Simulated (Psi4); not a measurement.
**PBE/6-31G(d) (spherical functions, sweep point 4) run of AlH3O (AlH2(OH))**

What is the vertical ionisation energy of AlH3O (AlH2(OH)) at PBE/6-31G* (spherical functions, sweep point 4)? 

The calculation is run with Psi4 1.11.

## 1. Starting point

AlH3O: 5 atoms, total charge 0, spin state singlet. SMILES: `[H][Al]([H])[OH]`. The shape comes from GFN2-xTB, which is rough for such elements, and wasn't checked as a minimum.

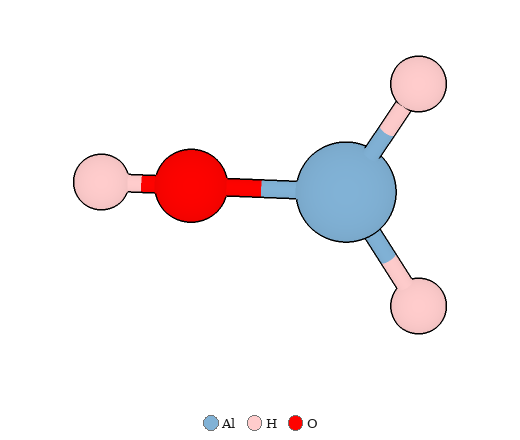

The structure, seen from a chosen angle (aluminium light blue, hydrogen pink, oxygen red).

## 2. The energy at PBE/6-31G(d) (spherical functions, sweep point 4)

input.in reads:

```
memory 1600 mb

molecule {
  Al     0.271770     0.451120    -0.109270
  H      1.798980     0.417230    -0.221380
  H     -0.481020     1.769010    -0.311810
  O     -0.555450    -0.920030     0.226660
  H     -1.034280    -1.717330     0.415800
  symmetry c1
}

set {
  puream true
  scf_type pk
  dft_radial_points 99
  dft_spherical_points 590
}

result, w = energy("pbe/6-31G*", return_wfn=True)
```

Started as:

```sh
$ psi4 -i input.in -o input.out -n 1
```

input.out:

```text
[...]
  Running in c1 symmetry.
[...]
  Nuclear repulsion =   53.319648554988760
[...]
  Multiplicity = 1
[...]
  Nalpha       = 12
  Nbeta        = 12
[...]
    Number of basis functions: 38
[...]
   @RKS iter   1:  -318.95259408569410   -2.02594e-01   2.14510e-02 DIIS/ADIIS
[...]
   @RKS iter   8:  -319.21954122559794   -5.89814e-08   9.58882e-07 DIIS
[...]
    Orbital Energies [Eh]
    ---------------------
    Doubly Occupied:
       1A    -55.367683     2A    -18.746724     3A     -3.921952
       4A     -2.529535     5A     -2.523379     6A     -2.520269
       7A     -0.884692     8A     -0.485262     9A     -0.328102
      10A     -0.284763    11A     -0.275323    12A     -0.233805
[...]
  @RKS Final Energy:  -319.21954122559794
   => Energetics <=
    Nuclear Repulsion Energy =             53.3196485549887598
    One-Electron Energy =                -548.8320243472971924
    Two-Electron Energy =                 204.4875366333675402
    DFT Exchange-Correlation Energy =     -28.1947020666570332
    Empirical Dispersion Energy =           0.0000000000000000
    VV10 Nonlocal Energy =                  0.0000000000000000
    Total Energy =                       -319.2195412255979363
[...]
 Multipole Moments:
 ------------------------------------------------------------------------------------
     Multipole            Electronic (a.u.)      Nuclear  (a.u.)        Total (a.u.)
 ------------------------------------------------------------------------------------
 L = 1.  Multiply by 2.5417464519 to convert [e a0] to [Debye]
 Dipole X            :         -0.3729026            0.0632259           -0.3096767
 Dipole Y            :         -0.6178391            0.1018853           -0.5159538
 Dipole Z            :          0.1526001           -0.0305793            0.1220208
 Magnitude           :                                                    0.6140009
[...]
```

Wall time 8.4 s (1 thread of AMD EPYC 7R43 (Zen 3), shared host); peak memory 0.5 GiB.

## 3. The doublet cation

input.inp reads:

```
memory 1600 mb

molecule {
  1 2
  Al     0.271770     0.451120    -0.109270
  H      1.798980     0.417230    -0.221380
  H     -0.481020     1.769010    -0.311810
  O     -0.555450    -0.920030     0.226660
  H     -1.034280    -1.717330     0.415800
  symmetry c1
}

set basis 6-31G*
set reference uks
set puream true
set scf_type pk
set dft_radial_points 99
set dft_spherical_points 590
set maxiter 150

energy('pbe')
print_variables()
```

Started as:

```sh
$ psi4 -n 1 input.inp input.out
```

input.out:

```text
[...]
  Running in c1 symmetry.
[...]
  Nuclear repulsion =   53.319648554988760
[...]
  Multiplicity = 2
[...]
  Nalpha       = 12
  Nbeta        = 11
[...]
    Number of basis functions: 38
[...]
   @UKS iter   1:  -318.59513684419835    1.54863e-01   2.06678e-02 ADIIS/DIIS
[...]
   @UKS iter  10:  -318.85321544356157   -5.33163e-09   5.92469e-07 DIIS
[...]
   @S^2 Observed:                7.561201879E-01
[...]
    Orbital Energies [Eh]
    ---------------------
    Alpha Occupied:
       1A    -55.667250     2A    -19.049588     3A     -4.219940
       4A     -2.825944     5A     -2.821053     6A     -2.820479
       7A     -1.176098     8A     -0.765113     9A     -0.628935
      10A     -0.588803    11A     -0.552982    12A     -0.546651
    Alpha Virtual:
      13A     -0.283951    14A     -0.235801    15A     -0.178225
      16A     -0.105066    17A     -0.104449    18A     -0.095150
      19A     -0.040701    20A     -0.018794    21A      0.023797
      22A      0.153034    23A      0.224379    24A      0.294958
      25A      0.298189    26A      0.447422    27A      0.622946
[...]
  @UKS Final Energy:  -318.85321544356157
   => Energetics <=
    Nuclear Repulsion Energy =             53.3196485549887598
    One-Electron Energy =                -541.8653481721668186
    Two-Electron Energy =                 197.5566952513731565
    DFT Exchange-Correlation Energy =     -27.8642110777566252
    Empirical Dispersion Energy =           0.0000000000000000
    VV10 Nonlocal Energy =                  0.0000000000000000
    Total Energy =                       -318.8532154435615666
[...]
 Multipole Moments:
 ------------------------------------------------------------------------------------
     Multipole            Electronic (a.u.)      Nuclear  (a.u.)        Total (a.u.)
 ------------------------------------------------------------------------------------
 L = 1.  Multiply by 2.5417464519 to convert [e a0] to [Debye]
 Dipole X            :          0.0987052            0.0632259            0.1619311
 Dipole Y            :          0.1626624            0.1018853            0.2645477
 Dipole Z            :         -0.0389487           -0.0305793           -0.0695280
 Magnitude           :                                                    0.3178699
[...]
```

Run time: 12 s. Hardware: 1 thread of AMD EPYC 7R43 (Zen 3), shared host; peak memory 0.51 GiB.

## 4. Summary of results

Level: PBE/6-31G* (spherical functions, sweep point 4).

| quantity | value |
| --- | --- |
| singlet AlH3O: total energy | -319.21954 Eh |
| singlet AlH3O: dipole moment | 1.56 D |
| singlet AlH3O: HOMO energy | -6.36 eV |
| singlet AlH3O: LUMO energy | -1.30 eV |
| singlet AlH3O: HOMO–LUMO gap | 5.06 eV |
| doublet cation: total energy | -318.85322 Eh |
| doublet cation: HOMO energy (highest over α and β) | -14.82 eV |
| doublet cation: LUMO energy (lowest over α and β) | -13.59 eV |
| doublet cation: ⟨S²⟩ | 0.756 |
| vertical ionisation energy (to the doublet cation) | 9.968 eV |

Removing an electron at fixed nuclei costs 9.97 eV (962 kJ/mol). The negative HOMO energy of the first species, 6.36 eV, lies 3.61 eV below that difference.
